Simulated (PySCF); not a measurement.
**Run report: C$_{4}$H$_{11}$PSi, NMR shielding calculation**

The run: NMR shielding calculation of C$_{4}$H$_{11}$PSi. Method and program: GIAO PBE0/pcSseg-1 NMR shielding, non-relativistic, gas phase (PySCF 2.14.0).

The geometry comes from this level: GFN2-xTB. Figures and captions count atoms from 1; the log counts them from 0 in places.

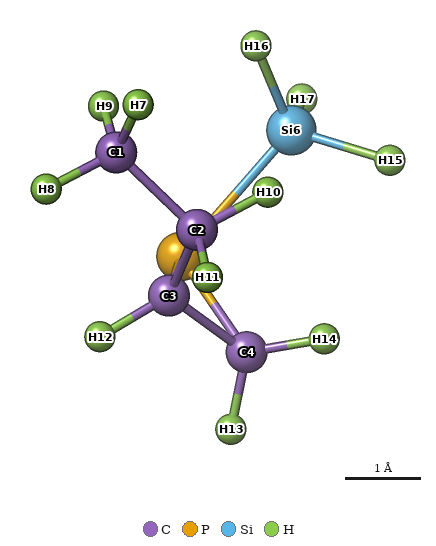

**Figure 1.** The structure as given in the input (ball-and-stick view, seen at a tilt; atoms are numbered from 1 in the order of the input).

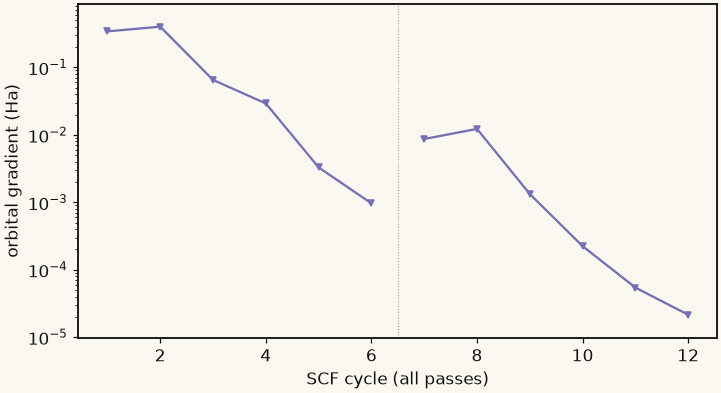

**Figure 2.** Convergence of the self-consistent field: orbital gradient against the SCF cycle. The dotted line marks the change from a coarse to the final integration grid. The first 6 cycles use a coarse grid, the final grid takes over at cycle 7, and the field converges after 12 cycles in all.

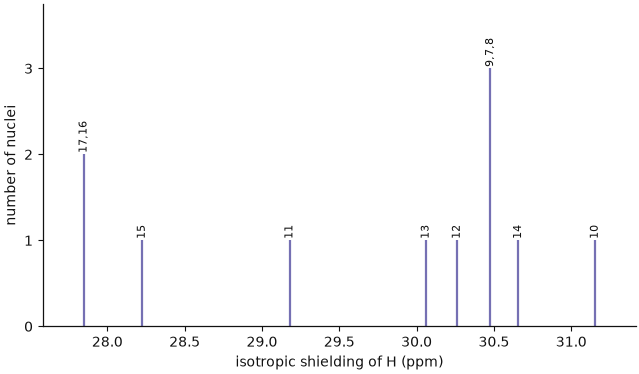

**Figure 3.** Isotropic shieldings of the hydrogen nuclei in this fixed geometry, labelled by atom number; shielding grows to the right, so chemical shift grows to the left. The least shielded is H17 (27.8 ppm), the most shielded H10 (31.2 ppm).

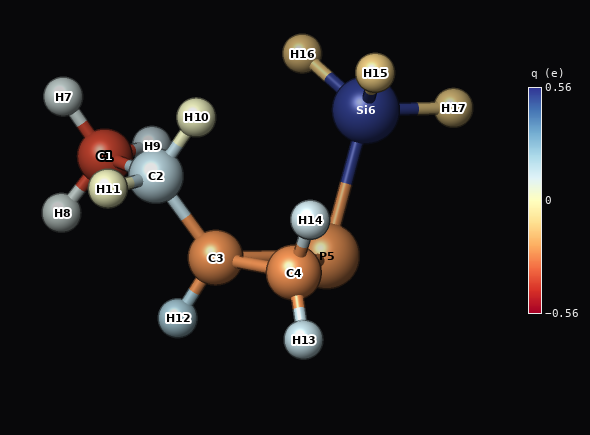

**Figure 4.** ESP-fitted charges, as the colour of each atom (ball-and-stick view, seen at a tilt; atoms are numbered from 1 in the order of the input). By element: C −0.39 to +0.16, P −0.25, Si +0.53 and H −0.13 to +0.20 e.

The input that produced these results follows, with the program's output.

## The input
```
{"job": {"kind": "nmr", "xc": "PBE0", "basis": "pcSseg-1"}, "charge": 0, "multiplicity": 1}
C     -1.664424     1.099965    -0.759122
C     -1.139172     0.240294     0.384161
C     -0.533390    -1.045809    -0.120669
C      0.438495    -1.824028     0.708976
P      1.167364    -1.160261    -0.858789
Si     2.209080     0.677991    -0.104101
H     -2.078473     2.031710    -0.381151
H     -2.443375     0.571512    -1.304328
H     -0.859288     1.330245    -1.454263
H     -0.398121     0.802603     0.957529
H     -1.964251    -0.009714     1.060087
H     -1.250142    -1.655160    -0.668883
H      0.313710    -2.898753     0.757629
H      0.768402    -1.386469     1.642294
H      2.312215     0.726650     1.360156
H      1.562311     1.913098    -0.553780
H      3.552060     0.598158    -0.675656
```

The first line tells a small driver script what to run in PySCF; the rest is the geometry in Å.

Launch command:
```bash
OMP_NUM_THREADS=1 python <driver script> task.json out
```

## What the program printed
```
coarse grid: 14416 points
cycle   1  E = -789.3042206781  dE =  4.627e-01  |g| = 3.419e-01  |ddm| = 3.640e+00
cycle   2  E = -789.2923346927  dE =  1.189e-02  |g| = 4.016e-01  |ddm| = 6.900e-01
cycle   3  E = -789.3354123921  dE = -4.308e-02  |g| = 6.514e-02  |ddm| = 4.524e-01
cycle   4  E = -789.3364945475  dE = -1.082e-03  |g| = 2.920e-02  |ddm| = 1.230e-01
cycle   5  E = -789.3367164163  dE = -2.219e-04  |g| = 3.291e-03  |ddm| = 2.938e-02
cycle   6  E = -789.3367190612  dE = -2.645e-06  |g| = 9.629e-04  |ddm| = 5.994e-03
final grid: 127776 points
cycle   7  E = -789.3727258876  dE = -3.086e-05  |g| = 8.666e-03  |ddm| = 2.943e-02
cycle   8  E = -789.3727045088  dE =  2.138e-05  |g| = 1.225e-02  |ddm| = 2.057e-02
cycle   9  E = -789.3727453092  dE = -4.080e-05  |g| = 1.326e-03  |ddm| = 1.416e-02
cycle  10  E = -789.3727458038  dE = -4.945e-07  |g| = 2.236e-04  |ddm| = 1.762e-03
cycle  11  E = -789.3727458151  dE = -1.138e-08  |g| = 5.428e-05  |ddm| = 2.522e-04
cycle  12  E = -789.3727458159  dE = -7.776e-10  |g| = 2.149e-05  |ddm| = 9.998e-05
converged SCF energy = -789.3727458159

GIAO shielding tensors (ppm)
atom      isotropic    diamagn.    paramagn.     s11        s22        s33       span
  0 C      169.251     247.432     -78.181    157.323    163.515    186.916     29.593
  1 C      153.937     246.688     -92.750    136.400    154.119    171.293     34.894
  2 C      159.687     255.284     -95.596    127.777    158.160    193.125     65.348
  3 C      166.114     255.793     -89.679    141.677    166.535    190.131     48.454
  4 P      634.506     967.293    -332.787    396.225    549.813    957.480    561.255
  5 Si     422.928     880.328    -457.400    371.075    426.503    471.207    100.131
  6 H       30.467      29.072       1.395     26.015     26.907     38.478     12.463
  7 H       30.507      29.653       0.854     26.338     28.153     37.030     10.692
  8 H       30.453      31.062      -0.609     25.381     31.288     34.689      9.308
  9 H       31.153      32.829      -1.675     26.771     31.214     35.475      8.704
 10 H       29.178      30.505      -1.327     23.376     28.158     36.000     12.624
 11 H       30.261      32.492      -2.231     23.470     27.784     39.527     16.057
 12 H       30.059      30.528      -0.468     24.377     24.864     40.937     16.560
 13 H       30.657      32.471      -1.814     25.153     28.368     38.448     13.296
 14 H       28.224      29.740      -1.516     24.187     26.317     34.167      9.981
 15 H       27.851      29.927      -2.076     23.495     27.165     32.893      9.398
 16 H       27.843      29.133      -1.289     24.128     25.190     34.211     10.083
```

## Summary

- outcome: converged
- total energy: −789.372746 hartree
- HOMO: −6.89 eV
- LUMO: −0.11 eV
- dipole moment: 1.69 D
- isotropic shielding, C: 153.9 to 169.3 ppm
- isotropic shielding, P: 634.5 ppm
- isotropic shielding, Si: 422.9 ppm
- isotropic shielding, H: 27.8 to 31.2 ppm
- hardware: 1 CPU thread, shared host
- wall time: 60 s
- peak memory: 0.79 GiB
